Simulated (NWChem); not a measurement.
# CHClF2 (SMILES FC(F)Cl) at BP86/aug-cc-pVDZ

Aim: the vertical ionisation energy of CHClF2 at BP86/aug-cc-pVDZ, from 2 runs. 

The calculation is run with NWChem 7.3.0.

2 further runs of the same task are left out: 2 that didn't finish.

### Step 1. The system as given

CHClF2: 5 atoms, total charge 0, spin state singlet. SMILES: `FC(F)Cl`. Geometry: relaxed at PBE0-D4/def2-TZVP.

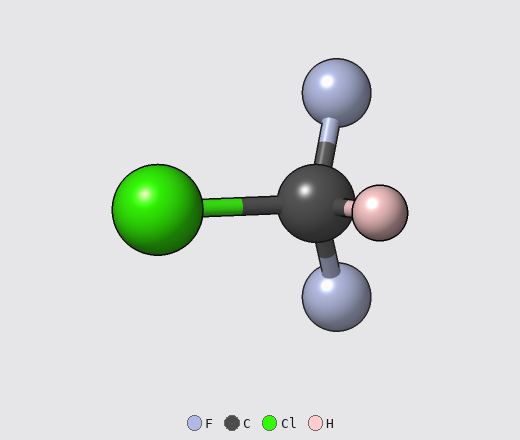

Viewed from a chosen angle; fluorine light blue, carbon dark grey, chlorine green, hydrogen pink.

### Step 2. A single-point energy at BP86/aug-cc-pVDZ

File chclf2.nw:

```
start chclf2
title "CHClF2"
memory total 2200 mb

geometry units angstroms noautosym nocenter noautoz
 F     0.038900   -0.568100    1.222300
 C     0.109400    0.023600    0.028300
 F     0.844200   -0.745900   -0.776900
 Cl   -1.511000    0.208900   -0.640800
 H     0.568600    1.007800    0.125800
end

basis "ao basis" spherical bse
 F library aug-cc-pVDZ
 C library aug-cc-pVDZ
 Cl library aug-cc-pVDZ
 H library aug-cc-pVDZ
end

dft
 xc becke88 perdew86
 grid fine
 convergence energy 1e-08
 iterations 100
 mulliken
 print low
end

task dft
```

Started as:

```console
$ nwchem chclf2.nw > chclf2.out
```

Log:

```text
[...]
 d= 0,ls=0.0,diis     1   -698.5090961314 -8.67D+02  1.99D-02  1.49D+00     2.9
[...]
 d= 0,ls=0.0,diis    11   -698.6677370517 -9.07D-11  3.53D-08  1.89D-11    23.4
         Total DFT energy =     -698.667737051711
      One electron energy =    -1300.046428622385
           Coulomb energy =      487.945014161363
    Exchange-Corr. energy =      -54.973079749654
 Nuclear repulsion energy =      168.406757158964
[...]
      Total Density - Mulliken Population Analysis
     ---------------------------------------------
    Atom       Charge   Shell Charges
 -----------   ------   -------------------------------------------------------
    1 F    9     9.27   2.01  0.90  1.03  0.10  3.33  1.81  0.08  0.01  0.02
    2 C    6     5.16   2.02  0.69  0.21 -0.01  1.93  0.10 -0.03  0.23  0.01
    3 F    9     9.27   2.01  0.90  1.03  0.10  3.33  1.81  0.08  0.01  0.02
    4 Cl  17    17.08   2.00  2.05  0.95  0.98  0.05  6.01  3.09  1.83  0.07  0.03  0.02
    5 H    1     1.22   0.77  0.42  0.01  0.02 -0.00
[...]
```

Wall time 24 s (1 thread of AMD EPYC 9R45 (Zen 5), shared host); peak memory 0.12 GiB.

### Step 3. The doublet cation, same level

File chclf2.xyz:

```xyz
5
CHClF2 energy
F      0.038900    -0.568100     1.222300
C      0.109400     0.023600     0.028300
F      0.844200    -0.745900    -0.776900
Cl    -1.511000     0.208900    -0.640800
H      0.568600     1.007800     0.125800
```

File chclf2.nw:

```
start chclf2
title "CHClF2 energy"
memory 2200 mb
charge 1

geometry units angstroms noautosym nocenter noautoz
   load chclf2.xyz
end

basis "ao basis" spherical bse
   * library aug-cc-pVDZ
end

dft
   xc becke88 perdew86
   mult 2
   grid fine
   convergence energy 1e-08
   maxiter 100
   mulliken
   noprint "final vectors analysis"
end

task dft energy
```

Started as:

```console
$ nwchem chclf2.nw > chclf2.out
```

Log:

```text
[...]
          Wavefunction type:  spin polarized.
          No. of atoms     :     5
          No. of electrons :    41
[...]
          Charge           :     1
          Spin multiplicity:     2
[...]
          AO basis - number of functions:   105
[...]
              XC Information
              --------------
                    Becke 1988 Exchange Functional  1.000
                Perdew 1981 Correlation Functional  1.000 local
                Perdew 1986 Correlation Functional  1.000 non-local
[...]
 d= 0,ls=0.0,diis     1   -697.9503908258 -8.66D+02  1.31D-02  6.84D-01     3.4
[...]
 d= 0,ls=0.5,diis    70   -698.2174629337 -5.81D-09  8.06D-06  3.07D-05   179.5
[...]
         Total DFT energy =     -698.217461490665
      One electron energy =    -1287.844117756108
           Coulomb energy =      475.817328242480
    Exchange-Corr. energy =      -54.597429136002
 Nuclear repulsion energy =      168.406757158964
[...]
      Total Density - Mulliken Population Analysis
     ---------------------------------------------
    Atom       Charge   Shell Charges
 -----------   ------   -------------------------------------------------------
    1 F    9     9.16   2.01  0.91  1.03  0.09  3.30  1.75  0.04  0.01  0.02
    2 C    6     5.16   2.02  0.70  0.22  0.00  1.93  0.09 -0.01  0.22 -0.01
    3 F    9     9.16   2.01  0.91  1.03  0.09  3.30  1.75  0.04  0.01  0.02
    4 Cl  17    16.51   2.00  2.05  1.01  0.99  0.01  6.01  2.97  1.44 -0.02  0.04  0.02
    5 H    1     1.01   0.70  0.28  0.01  0.03 -0.00
[...]
      <S2> =      0.7517 (Exact =     0.7500)
[...]
```

It took 3 min on 1 thread of AMD EPYC 9R45 (Zen 5), shared host; peak memory 0.12 GiB.

### Step 4. What came out

At BP86/aug-cc-pVDZ:

| quantity | value |
| --- | --- |
| singlet CHClF2: total energy | -698.66774 Eh |
| doublet cation: total energy | -698.21746 Eh |
| doublet cation: ⟨S²⟩ | 0.752 |
| vertical ionisation energy (to the doublet cation) | 12.253 eV |

**Reading.** The vertical ionisation energy comes to 12.25 eV (283 kcal/mol).
